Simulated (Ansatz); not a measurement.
The crystal is Cs2PbI2Cl2 (I4/mmm).

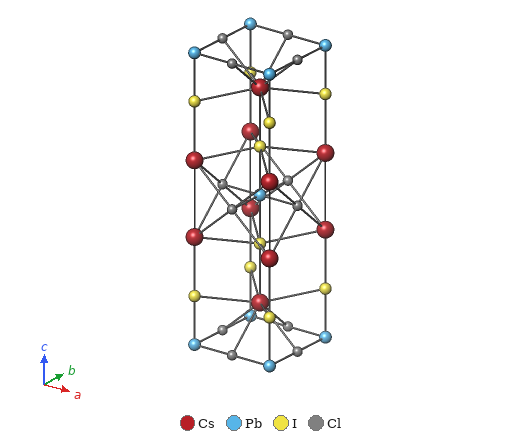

The structure (caesium red, lead blue, iodine yellow, chlorine grey). Some periodic images of atoms are drawn too.

The structure is tetragonal, space group I4/mmm (No. 139). The conventional cell has a = 5.768 Å, b = 5.768 Å, c = 19.486 Å, α = 90.00°, β = 90.00°, γ = 90.00°. Nearest to Cs lie 4 Cl at 3.86 Å and 5 I at 3.94 to 4.13 Å. Pb has 4 Cl at 2.88 Å and 2 I at 3.24 Å nearest. Nearest to I lie 1 Pb at 3.24 Å and 5 Cs at 3.94 to 4.13 Å. Cl has 2 Pb at 2.88 Å and 4 Cs at 3.86 Å nearest. Farther neighbours and most contacts between anions are not listed.

```
Cs Pb I Cl
1.0
    -2.88390    2.88390    9.74281
     2.88390   -2.88390    9.74281
     2.88390    2.88390   -9.74281
Cs Pb I Cl
2 1 2 2
Direct
  0.36865 0.36865 0.00000
  0.63135 0.63135 0.00000
  0.00000 0.00000 0.00000
  0.16633 0.16633 0.00000
  0.83367 0.83367 0.00000
  0.50000 0.00000 0.50000
  0.00000 0.50000 0.50000
```

The cell and positions are those that the Materials Project relaxed with its own functionals (PBE, PBE+U or r2SCAN), kept fixed. Spin-orbit coupling is left out unless a run names it.

Gaps computed with Ansatz 0.2.0 without a self-energy: PBE 2.52 eV and r2SCAN 2.90 eV.

What gap should G0W0 on PBE give (4×4×4 mesh, 1090 empty bands, screening to 130 eV, PAW set soft_1 files)?

About 4.05 eV: on its mesh the run moves the gap from 2.52 eV by +1.53 eV. Among the scalar-relativistic levels given, r2SCAN is nearest (−1.15 eV). Bands and cutoff are finite, so the gap is not at the basis limit. The miss can reach some tenths of an eV and take either sign; the mesh is an error of its own. Where an edge is built on 6p states of lead, bismuth or thallium, scalar-relativistic gaps usually stand too wide, by a few tenths to over one eV. The many-body steps are scalar-relativistic: spin-orbit coupling is not in them.

[Paths, hosts, dates, memory and timing lines, banners, echoed tables and standing remarks are left out of the program output.]

[Logs are printed without paths, hosts, clocks, repeated set-up lines and the standing remarks that a program may print on its own settings, such as how far it seeks lower states.]

[Runs of the session that timed out or met a known fault of the program may be left out.]

[Cells called generated may have been cut or substituted from an entry of the Crystallography Open Database or the Materials Project.]

[Hosts, paths, dates, database ids (printed as entryN), source tags and the programs' standing remarks are cut or masked in the printed files.]
